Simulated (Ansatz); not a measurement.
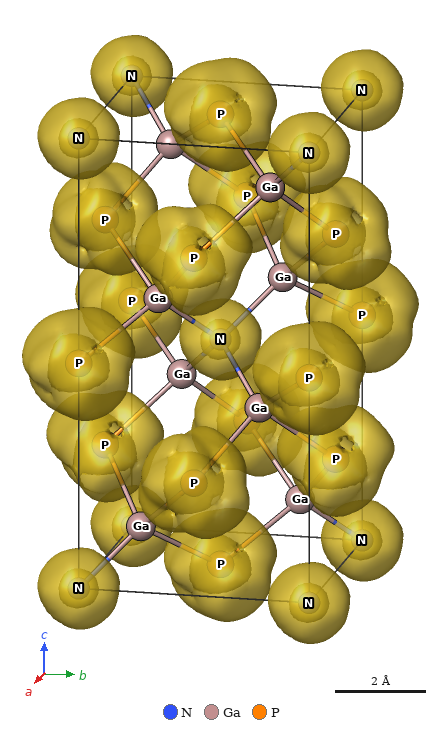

Figure. Ga₄P₃N. Isosurface of the electron localisation function at 0.7 (yellow), seen slightly off an axis. Only the valence region is drawn (cores and ρ < 0.01 e/Å³ removed). Sticks mark near contacts.

Space group I-42m; started from the ordered alloy on zincblende lattice prototype, which need not be the ambient phase.

Level of theory: Ansatz, DFT, PBE, plane waves, PAW.

```cif
data_structure
_symmetry_space_group_name_H-M 'P 1'
_symmetry_Int_Tables_number 1
_cell_length_a 5.2778
_cell_length_b 5.2778
_cell_length_c 10.4394
_cell_angle_alpha 90.000
_cell_angle_beta 90.000
_cell_angle_gamma 90.000
_cell_volume 290.80
loop_
_atom_site_label
_atom_site_type_symbol
_atom_site_fract_x
_atom_site_fract_y
_atom_site_fract_z
_atom_site_occupancy
N1 N 0.00000 0.00000 0.00000 1
N2 N 0.50000 0.50000 0.50000 1
Ga1 Ga 0.28077 0.28077 0.38548 1
Ga2 Ga 0.78077 0.78077 0.88548 1
P1 P 0.50000 0.00000 0.25000 1
P2 P 0.00000 0.50000 0.75000 1
Ga3 Ga 0.21923 0.78077 0.11452 1
Ga4 Ga 0.71923 0.28077 0.61452 1
P3 P 0.00000 0.00000 0.50000 1
P4 P 0.50000 0.50000 0.00000 1
Ga5 Ga 0.21923 0.21923 0.88548 1
Ga6 Ga 0.71923 0.71923 0.38548 1
P5 P 0.00000 0.50000 0.25000 1
P6 P 0.50000 0.00000 0.75000 1
Ga7 Ga 0.78077 0.21923 0.11452 1
Ga8 Ga 0.28077 0.71923 0.61452 1
```

Question: Where are the electrons localised?

Answer: The surface consists of six regions on P in which the atom's valence shell and bonds are merged and two regions wrapped around N (the valence shell of each), counted in one cell of 16 atoms. Any copies at cell faces, edges or corners count once. Along the contacts the grid gives the following. Ga–N (2.03 Å): the ELF peaks at about 0.85 in the valence shell of N, 0.7 Å from its nucleus, and is about 0.45 at the midpoint. Ga–P (2.35 Å): the ELF peaks at about 0.90 in the valence shell of P, 0.8 Å from its nucleus, and is about 0.75 at the midpoint.
